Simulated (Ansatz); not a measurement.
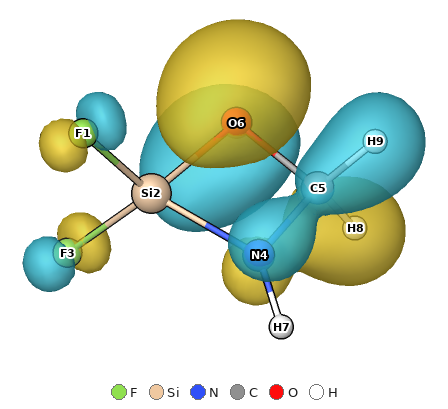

The picture shows: CH3F2NOSi. The HOMO−1 at ±0.1 Å⁻³ᐟ² (yellow and cyan are the two phases), seen at a tilt.

These are results of Ansatz 0.2.0, RKS PBE-D4/def2-SVP, not measurements.

Input file:

```
crystal:
  periodic: [false, false, false]
  atoms:
    - { symbol: F, position_ang: [2.1068, -0.7507, 0.6864] }
    - { symbol: Si, position_ang: [0.5701, -0.9539, 0.1903] }
    - { symbol: F, position_ang: [0.1061, -2.4203, -0.2051] }
    - { symbol: "N", position_ang: [0.1296, 0.1747, -0.9514] }
    - { symbol: C, position_ang: [-0.447, 1.0078, 0.1274] }
    - { symbol: O, position_ang: [-0.5521, -0.1042, 1.0537] }
    - { symbol: H, position_ang: [-0.6815, -0.3041, -1.4159] }
    - { symbol: H, position_ang: [-1.3868, 1.4939, -0.0527] }
    - { symbol: H, position_ang: [0.2432, 1.8104, 0.5502] }
basis:
  gaussian: { orbitals: def2-SVP }
hamiltonian:
  xc: pbe
  dispersion: d4
relax:
  f_tol: 0.02
  max_steps: 50
output:
  orbitals: {}
```

Command:

```sh
ansatz run input.yaml --threads 2 --pin off --max-ram 3072MiB --backend cpu --events-out ev --progress --plain --runs-dir out
```

The fields are those of the relaxed geometry.

Where does this orbital lie, and at what energy?

Answer. It lies mainly on O6 (about 65 %) and C5 (about 10 %); largely a lone pair of O6. Its energy is −7.07 eV.
